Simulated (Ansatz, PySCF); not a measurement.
Pulling on the Si3–C2 bond in C2H6O3Si (SMILES C=C[Si](O)(O)O) (multiplicity 1 held, fragments rigid). Energies count from the point at 1.849 Å.
Geometry at that point (charge 0, multiplicity 1):
```xyz
12

C      2.1784    -0.7878     0.7767
C      1.4544    -0.3712    -0.2607
Si    -0.3241     0.1208    -0.1397
O     -0.9597    -0.3497     1.3063
O     -0.5798     1.7405    -0.2152
O     -1.0594    -0.5467    -1.4419
H      1.7534    -0.8727     1.7715
H      3.2251    -1.0574     0.6840
H      1.9414    -0.3039    -1.2306
H     -0.9381    -1.2854     1.5214
H     -0.5250     2.2363     0.6055
H     -1.9246    -0.2066    -1.6859
```

R- and RO- levels are restricted; in cc, def2 and unpolarised 6-31G sets they are followed outwards from rest. U- levels take the lowest unrestricted solution at each point, which mixes spins at long bonds. Left out are points that failed, MP2 points that dive below the minimum, coupled-cluster points behind a jump of the amplitudes or a sharp parting from full CI or MRCI, small-basis points behind a change of solution, and semi-empirical points at long bonds. Curves can end on different states.

Rows in 6-31G* carry no dispersion term and start afresh at each structure (6-31G* with six Cartesian d functions).

Codes used: Ansatz (Gaussian basis) for Hartree–Fock, density functionals and correlated methods; PySCF for 6-31G* rows. 

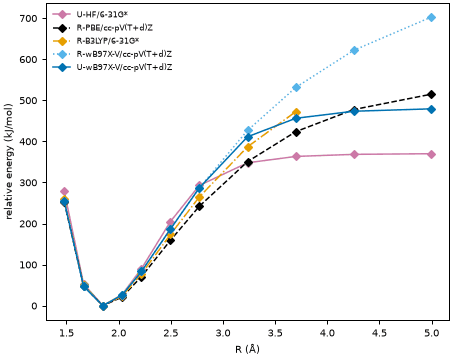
Figure: Relative energy along the coordinate

Q: Read off the U-HF/6-31G* curve at R = 4.253.

A: about 370 kJ/mol

Doubts at one or more of the structures used: a spin-contaminated determinant (U-HF/6-31G*, U-wB97X-V/cc-pV(T+d)Z); a restricted determinant that unrestricted orbitals would lower (R-PBE/cc-pV(T+d)Z, R-B3LYP/6-31G*, R-wB97X-V/cc-pV(T+d)Z).

Ansatz is an electronic-structure program.
